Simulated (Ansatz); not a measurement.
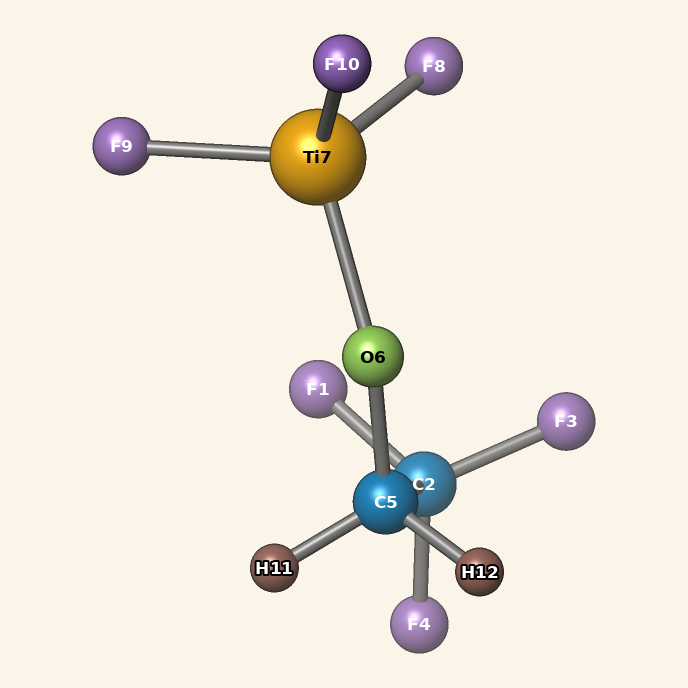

C2 lies behind C5. The molecule seen a little off the C5–C2 bond, C5 in front. Atoms fade into the background with distance from the viewer. Charge 0, singlet. The geometry was computed by an optimisation with PBE-D4/def2-SVP. No frequency run is at hand to confirm it as a minimum.

**What is the torsion angle O6–C5–C2–F1? The sign is positive where the front bond must turn clockwise to cover the back bond.**

−54°, synclinal (gauche). The bonds about C5–C2 are staggered.
